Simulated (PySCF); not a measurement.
## Electronic structure of C4H16N2OSi2 in real space

```yaml
atoms:
  - { symbol: C, position_ang: [3.1694, 1.0216, -0.8538] }
  - { symbol: N, position_ang: [1.7313, 1.0538, -0.8975] }
  - { symbol: Si, position_ang: [0.7803, 0.2180, 0.2804] }
  - { symbol: N, position_ang: [0.7123, 1.0381, 1.8101] }
  - { symbol: Si, position_ang: [1.4130, -1.9399, 0.7798] }
  - { symbol: O, position_ang: [-0.6702, 0.3670, -0.4400] }
  - { symbol: C, position_ang: [-1.9138, 0.0679, 0.1302] }
  - { symbol: C, position_ang: [-2.3010, -1.3751, -0.1850] }
  - { symbol: C, position_ang: [-2.9426, 1.0486, -0.4266] }
  - { symbol: H, position_ang: [3.5913, 0.0822, -1.2345] }
  - { symbol: H, position_ang: [3.4893, 1.1347, 0.1808] }
  - { symbol: H, position_ang: [3.5845, 1.8466, -1.4360] }
  - { symbol: H, position_ang: [1.3828, 1.0512, -1.8442] }
  - { symbol: H, position_ang: [1.5316, 1.0594, 2.3947] }
  - { symbol: H, position_ang: [0.2608, 1.9407, 1.8384] }
  - { symbol: H, position_ang: [1.2570, -2.8769, -0.3449] }
  - { symbol: H, position_ang: [2.8322, -2.0338, 1.1559] }
  - { symbol: H, position_ang: [0.6706, -2.5623, 1.8873] }
  - { symbol: H, position_ang: [-1.8475, 0.1930, 1.2197] }
  - { symbol: H, position_ang: [-2.3236, -1.5196, -1.2627] }
  - { symbol: H, position_ang: [-1.5713, -2.0589, 0.2420] }
  - { symbol: H, position_ang: [-3.2824, -1.5994, 0.2245] }
  - { symbol: H, position_ang: [-3.0159, 0.9301, -1.5050] }
  - { symbol: H, position_ang: [-2.6331, 2.0680, -0.2115] }
  - { symbol: H, position_ang: [-3.9161, 0.8692, 0.0215] }
```

Geometry: GFN2-xTB.

These are results of PBE0/pcSseg-1, SCF density, gas phase, non-relativistic in PySCF, not measurements.

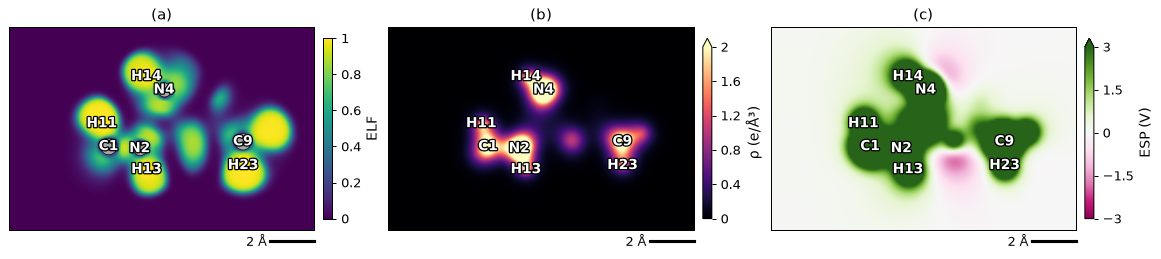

Figure 1. (a) electron localisation function; (b) electron density; (c) molecular electrostatic potential on the plane of atoms C1, N2 and H13. Grey discs cover the atomic cores in the ELF map.

Q: Interpret the plot.

A: The section cuts through C, N and H sites.
C–N (1.44 Å): the density is about 1.9 e/Å³ at the midpoint; the ELF peaks at about 0.90 between the atoms, as expected for localised, covalent bonding.
N–H (1.01 Å): ρ at the midpoint is about 2.8 e/Å³; the ELF climbs to about 1 towards the hydrogen, as it does in any bond to H (an ordinary covalent bond to hydrogen).
The ELF also peaks beside O6, away from the bonds: lone-pair regions.
Outside the dense part of the molecule the potential is most negative (−1.8 V) near O6, which lies off the plane.

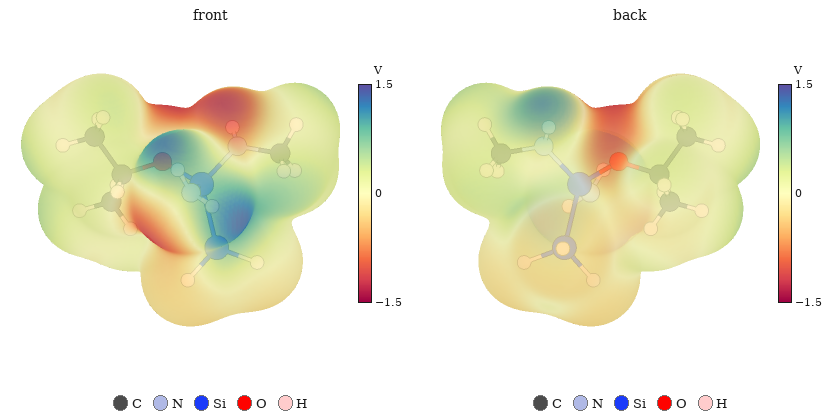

Figure 2. The molecular electrostatic potential painted on the density surface at 0.001 e/bohr³, seen from the front and from behind; the colour scale runs from red (negative) to blue (positive).

Q: Which sites attract a positive test charge, and which a negative one?

A: A positive charge is drawn to the negative regions and a negative charge to the positive ones. The most negative region (about −1.2 V, or −28 kcal/mol for a unit charge) lies over N2, N4 and O6, the most positive (about +1.3 V, or +30 kcal/mol for a unit charge) over H14.
